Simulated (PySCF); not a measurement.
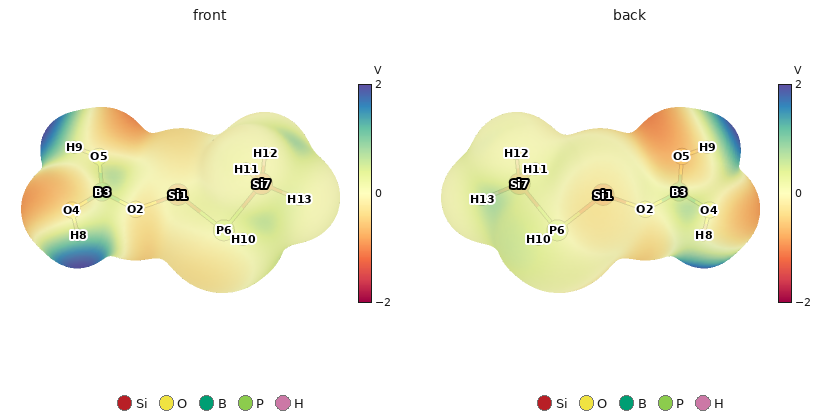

The picture shows: BH$_{6}$O$_{3}$PSi$_{2}$ (SMILES OB(O)O[Si]P[SiH3]) (triplet). The molecular electrostatic potential painted on the density surface at 0.001 e/bohr³, seen from the front and from behind; the colour scale runs from red (negative) to blue (positive).

Geometry: PBE0-D3(BJ)/def2-SVP.

All numbers below come from UKS B3LYP, IGLO-III on B O P Si, pcH-1 on H, non-relativistic, mean-field spin-orbit, GIAO (PySCF).

Input file:

```
{"job": {"kind": "epr"}, "charge": 0, "multiplicity": 3}
Si     0.697518     0.210802    -0.302596
O      0.489475     0.775432     1.267836
B      0.913598     0.291920     2.476265
O      0.555327     0.923496     3.630074
O      1.699879    -0.817251     2.518563
P     -0.800016     1.069161    -1.741863
Si    -1.285938    -0.863554    -2.819482
H      0.001784     1.690271     3.453698
H      1.931677    -1.057039     3.420835
H      0.075451     1.605915    -2.738255
H     -2.188527    -1.635879    -1.918399
H     -0.079469    -1.679751    -3.147519
H     -2.000404    -0.530961    -4.091671
```

Command:

```sh
OMP_NUM_THREADS=1 python cluster_run.py task.json out
```

> Where is the surface potential most negative and most positive?

The most negative region (about −1.0 V) lies over O5, the most positive (about +1.9 V) over H8 and H9.
